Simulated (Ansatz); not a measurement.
**CH₅BSi: single points off equilibrium**

The atoms stand at a structure displaced at random from a GFN2-xTB minimum. How far do the functionals agree with CCSD(T) there?

Computed with Ansatz 0.2.0, Gaussian basis. Level: single points in def2-TZVPP.

Cores are frozen in the correlated methods. B3LYP uses VWN-RPA correlation.

**1. The system as given**

SMILES `B=C[SiH3]`, 8 atoms, charge 0, spin multiplicity 1.

Atoms are counted from 1 here; the program's logs count them from 0.

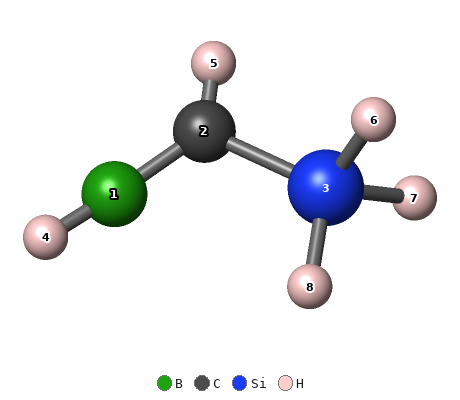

The starting geometry (boron green, carbon dark grey, silicon blue, hydrogen pink); atoms are numbered from 1 in the order of the file.

As a file:

```xyz
8
charge 0, multiplicity 1
B    -1.39500    0.41850   -1.12450
C    -0.07180    0.80290   -0.57800
Si    0.61900   -0.49690    0.67500
H    -2.45250    0.17810   -1.43250
H     0.47870    1.62930   -0.64800
H     0.87570    0.08470    1.95780
H     2.13730   -0.96690    0.26370
H    -0.22250   -1.68660    0.77710
```

**2. CCSD(T)/def2-TZVPP**

The input, run/in.yaml:

```yaml
crystal:
  periodic: [false, false, false]
  atoms:
    - {symbol: B, position_ang: [-1.395000, 0.418500, -1.124500]}
    - {symbol: C, position_ang: [-0.071800, 0.802900, -0.578000]}
    - {symbol: Si, position_ang: [0.619000, -0.496900, 0.675000]}
    - {symbol: H, position_ang: [-2.452500, 0.178100, -1.432500]}
    - {symbol: H, position_ang: [0.478700, 1.629300, -0.648000]}
    - {symbol: H, position_ang: [0.875700, 0.084700, 1.957800]}
    - {symbol: H, position_ang: [2.137300, -0.966900, 0.263700]}
    - {symbol: H, position_ang: [-0.222500, -1.686600, 0.777100]}
basis:
  gaussian: {orbitals: def2-TZVPP}
correlation: {method: ccsd_t}
output: {forces: true}
```

The command line of these runs was not kept.

**3. PBE0-D4/def2-TZVPP**

Edit run/in.yaml of step 2 so:

```diff
@@ -13,3 +13,3 @@
   gaussian: {orbitals: def2-TZVPP}
-correlation: {method: ccsd_t}
-output: {forces: true}
+hamiltonian: {xc: pbe0, dispersion: d4}
+output: {forces: true, orbitals: {seedname: orbitals}}
```

**4. wB97M-V/def2-TZVPP**

Edit run/in.yaml of step 3 so:

```diff
@@ -13,3 +13,3 @@
   gaussian: {orbitals: def2-TZVPP}
-hamiltonian: {xc: pbe0, dispersion: d4}
-output: {forces: true, orbitals: {seedname: orbitals}}
+hamiltonian: {xc: {name: wB97M-V}}
+output: {forces: true}
```

**5. r2SCAN-D4/def2-TZVPP**

Edit run/in.yaml of step 4 so:

```diff
@@ -13,3 +13,3 @@
   gaussian: {orbitals: def2-TZVPP}
-hamiltonian: {xc: {name: wB97M-V}}
+hamiltonian: {xc: r2scan, dispersion: d4}
 output: {forces: true}
```

**6. PBE-D4/def2-TZVPP**

Edit run/in.yaml of step 5 so:

```diff
@@ -13,3 +13,3 @@
   gaussian: {orbitals: def2-TZVPP}
-hamiltonian: {xc: r2scan, dispersion: d4}
+hamiltonian: {xc: pbe, dispersion: d4}
 output: {forces: true}
```

**7. CAM-B3LYP-D4/def2-TZVPP**

Edit run/in.yaml of step 6 so:

```diff
@@ -13,3 +13,3 @@
   gaussian: {orbitals: def2-TZVPP}
-hamiltonian: {xc: pbe, dispersion: d4}
+hamiltonian: {xc: {name: CAM-B3LYP}, dispersion: d4}
 output: {forces: true}
```

**8. B3LYP-D4/def2-TZVPP**

Edit run/in.yaml of step 7 so:

```diff
@@ -13,3 +13,3 @@
   gaussian: {orbitals: def2-TZVPP}
-hamiltonian: {xc: {name: CAM-B3LYP}, dispersion: d4}
+hamiltonian: {xc: {name: B3LYP}, dispersion: d4}
 output: {forces: true}
```

(Steps that only read results are left out.)

**Question.** What will these runs give? Wanted: energy less free atoms, CCSD(T)/def2-TZVPP; RMS force component; RMS force error; HOMO and LUMO, PBE0-D4; T1 diagnostic.

**Answer**, as computed:

```
                                  quantity                                                                                                 value
energy less free atoms, CCSD(T)/def2-TZVPP                                                                                        -2571.0 kJ/mol
                       RMS force component                                                                  2.226 to 2.397 eV/Å over the methods
                           RMS force error  PBE0-D4 0.186, wB97M-V 0.181, r2SCAN-D4 0.148, PBE-D4 0.159, CAM-B3LYP-D4 0.225, B3LYP-D4 0.139 eV/Å
                    HOMO and LUMO, PBE0-D4                                                                                    -6.73 and -1.81 eV
                             T1 diagnostic                                                                                                 0.016
```

**Reading.** Against CCSD(T) the functionals' energies less atoms differ by -88.2 to -60.1 kJ/mol, PBE-D4 by -88.2 kJ/mol. A larger basis would deepen the CCSD(T) value, while the functionals are nearly converged already, so the order here is not reliable. On forces the order runs from B3LYP-D4 to CAM-B3LYP-D4. Frozen-core CCSD(T) forces in triple zeta carry basis errors of their own, and this is one geometry, so small gaps rank nothing.
